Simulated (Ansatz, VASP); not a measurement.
# AlGaAsN in two plane-wave programs, part 2 of 2

Wanted: the spread between two codes on one cell, functional and k mesh. The cell is invented: As first built, before any earlier steps moved the atoms (in the runner's words): it takes the AlGaN2 structure with some of its atoms replaced by other elements, volume scaled by an estimate. It may not be a known or stable phase. The cell is taken from a series of VASP runs on this material, whose earlier steps may have relaxed, scaled or displaced it; both programs get it as it stands. Valence electrons are named where the data sets of a main pair hold unlike numbers.

VASP 6.6.1 and Ansatz 0.2.0.

So far: Set-up; Ansatz: band structure, r2SCAN; VASP: band structure, r2SCAN.

## Step 3: VASP: band structure, r2SCAN (continued)

Level of this step: r2SCAN; plane waves and PAW (As, Ga_d, Al, N); invented cell (VASP).

Numbers of over 12 decimals in the logs are rounded to 6 here.

Parts of OUTCAR (step 3):

```text
ion  position               nearest neighbor table
   1  0.000  0.000  0.632-   2 2.33   2 2.33   2 2.33   3 2.50
   2  0.667  0.333  0.444-   4 1.99   1 2.33   1 2.33   1 2.33
   3  0.000  0.000  0.046-   4 2.08   4 2.08   4 2.08   1 2.50
   4  0.667  0.333  0.114-   2 1.99   3 2.08   3 2.08   3 2.08

  LATTYP: Found a hexagonal cell.
 ALAT       =     3.5327190379
 C/A-ratio  =     1.7053685628

 Subroutine GETGRP returns: Found  6 space group operations
 (whereof  6 operations were pure point group operations)

The static configuration has the point symmetry C_3v.

 Found     28 irreducible k-points:

   k-points           NKPTS =     28   k-points in BZ     NKDIM =     28   number of bands    NBANDS=     27

   dimension x,y,z NGX =    28 NGY =   28 NGZ =   48
   dimension x,y,z NGXF=    56 NGYF=   56 NGZF=   96

   ENCUT  =  520.0 eV  38.22 Ry    6.18 a.u.   6.57  6.57 11.20*2*pi/ulx,y,z

   NELECT =      26.0000    total number of electrons

 k-points in reciprocal lattice and weights: Automatic mesh
   0.00000000  0.00000000  0.00000000       0.005
   0.14285714  0.00000000  0.00000000       0.031
   0.28571429  0.00000000  0.00000000       0.031
   0.42857143  0.00000000  0.00000000       0.031
   0.14285714  0.14285714  0.00000000       0.031
   0.28571429  0.14285714  0.00000000       0.061
   0.42857143  0.14285714  0.00000000       0.031
   0.28571429  0.28571429  0.00000000       0.031
   0.00000000  0.00000000  0.25000000       0.010
[...]
0.42857143  0.14285714  0.50000000       0.031
   0.28571429  0.28571429  0.50000000       0.031

 average (electrostatic) potential at core
       1 -52.6453       2 -69.2749       3 -78.7905       4 -66.2411

 E-fermi :   6.4784

 k-point     1 :       0.0000    0.0000    0.0000
  band No.  band energies     occupation
    ...
      8      -2.1053      2.00000
      9       2.1518      2.00000
     10       2.1518      2.00000
     11       3.9236      2.00000
     12       5.3824      2.00000
     13       6.6500      0.06262
     14       6.6500      0.06260
     15      10.1667      0.00000
     16      11.5504      0.00000
     17      11.5504      0.00000
    ...

 k-point     2 :       0.1429    0.0000    0.0000
  band No.  band energies     occupation
    ...
     10       1.9882      2.00000
     11       3.8131      2.00000
     12       4.6748      2.00000
     13       6.1363      1.99786
     14       6.2855      1.95863
     15      10.2213      0.00000
     16      11.3816      0.00000
     17      12.0406      0.00000
     18      12.1913      0.00000
     19      12.9792      0.00000
    ...

 k-point     3 :       0.2857    0.0000    0.0000
  band No.  band energies     occupation
    ...
      9      -0.1224      2.00000
     10       1.6501      2.00000
     11       1.9087      2.00000
     12       3.3941      2.00000
     13       5.2958      2.00000
     14       7.4483      0.00000
     15       9.1123      0.00000
     16      10.3189      0.00000
     17      11.5328      0.00000
     18      12.0808      0.00000
    ...

  Total       -0.4917968     -0.4917967     -0.9017395      0.0000000     -0.0000000     -0.0000000
  in kB      -12.1009692    -12.1009672    -22.1878668      0.0000000     -0.0000000     -0.0000000
  external PRESSURE =     -15.4632677 kB  Pullay stress =       0.0000000 kB

  energy-cutoff  :      520.00
  volume of cell :       65.11
      direct lattice vectors                 reciprocal lattice vectors
     3.532719038  0.000000000  0.000000000     0.283068081  0.163429446  0.000000000
    -1.766359519  3.059424179  0.000000000     0.000000000  0.326858893  0.000000000
     0.000000000  0.000000000  6.024587988     0.000000000  0.000000000  0.165986454

 POSITION                                       TOTAL-FORCE (eV/Angst)
 -----------------------------------------------------------------------------------
      0.00000      0.00000      3.80835         0.000000     -0.000000     -0.189338
      1.76636      1.01981      2.67523        -0.000000      0.000000      0.170818
      0.00000      0.00000      0.27877         0.000000     -0.000000     -0.145165
      1.76636      1.01981      0.68645         0.000000      0.000000      0.163685
 -----------------------------------------------------------------------------------
    total drift:                               -0.000010     -0.000006     -0.023891

  FREE ENERGIE OF THE ION-ELECTRON SYSTEM (eV)
  ---------------------------------------------------
  free  energy   TOTEN  =       -43.8819431641 eV

  energy  without entropy=      -43.8798991115  energy(sigma->0) =      -43.88092114

 total charge
# of ion       s       p       d       tot
------------------------------------------
    1        1.207   1.752   0.043   3.002
    2        0.838   0.942  10.074  11.854
    3        0.349   0.316   0.000   0.665
    4        1.243   2.436   0.000   3.678
--------------------------------------------------
tot          3.637   5.446  10.117  19.200

[... 3 further parts left out ...]
```

The k-mesh is coarse for a metal. Spin-orbit coupling is off here; it would split degenerate levels. The PAW data sets were made with PBE, which is usual practice but a small mismatch for other functionals.

## Step 4: Side by side

Known differences besides the potentials themselves: VASP keeps PBE cores, Ansatz makes them for the functional; the data sets hold 36 valence electrons in Ansatz (on its default PAW (the set named soft_2) files) and 26 in VASP; the cutoff is 500 eV in Ansatz and 520 eV in VASP. Total energies have different zeros and are not compared.

Both answers:

```csv
quantity,Ansatz,VASP,difference
pressure (GPa),-1.65,-1.55,-0.10
```

Forces (eV/Å; atoms numbered as in POSCAR):

```csv
atom,"Ansatz x, y, z","VASP x, y, z"
As1,"0.000, 0.000, -0.221","0.000, 0.000, -0.189"
Ga2,"0.000, 0.000, 0.149","0.000, 0.000, 0.171"
Al3,"0.000, 0.000, -0.154","0.000, 0.000, -0.145"
N4,"0.000, 0.000, 0.227","0.000, 0.000, 0.164"
```

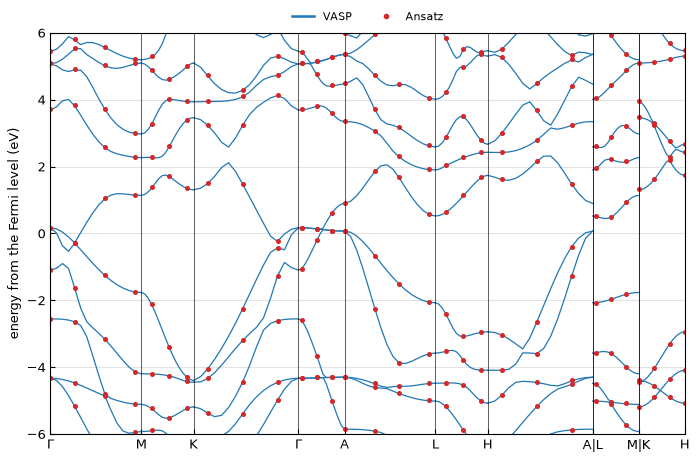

Bands from VASP (lines) and levels from Ansatz (dots). Dots without a line are higher empty bands that the VASP plot leaves out.

The forces differ by 22 meV/Å r.m.s., which is 22.2 % of the r.m.s. force of 0.097 eV/Å (both taken over all components). Levels from 3 eV below to 2 eV above the Fermi level differ by 8 meV r.m.s. and 17 meV at most; each VASP level is matched to the nearest of Ansatz, which flatters the figure a little. Ansatz's pressure holds a Pulay correction of 0.04 GPa; VASP's holds none.

## Step 5: What the set-up changes

Further runs change the set-up of one program: Ansatz's method, potentials or start, or VASP's data sets, cutoff or form of LDA. The table gives Ansatz less VASP for each quantity, since a change that brings one quantity closer may part another.

```csv
run,r.m.s. force difference (meV/Å),pressure (GPa)
as above,22,-0.10
cores kept as stored,21,-0.21
Ansatz's larger PAW set (cutoff 1300 eV),19,0.011
norm-conserving potentials (cutoff 1252 eV),24,-0.096
```

## Step 6: What came out

* r.m.s. force difference (band structure, r2SCAN): 22 meV/Å

**Reading.** The r.m.s. force difference is 22 meV/Å (band structure, r2SCAN), beyond the 12 meV/Å picked in this series as the mark of a large difference. The data sets hold unlike numbers of valence electrons (36 in Ansatz and 26 in VASP), so part of the differences comes from the potentials. Band structure, r2SCAN, cores kept as stored: the difference in pressure goes from -0.10 to -0.21 GPa. Band structure, r2SCAN, Ansatz's larger PAW set (cutoff 1300 eV): the difference in pressure goes from -0.10 to 0.011 GPa. Such differences can come from data sets, numerical settings and the points named under the comparisons, not from the functional's error against experiment.

[Lines on the potential files, build, host, timing and source positions are cut from VASP's logs without a mark.]

[Logs are printed without paths, hosts, clocks, repeated set-up lines and the standing remarks that a program may print on its own settings, such as how far it seeks lower states.]

[Hosts, paths, dates, database ids (printed as entryN), source tags and the programs' standing remarks are cut or masked in the printed files.]
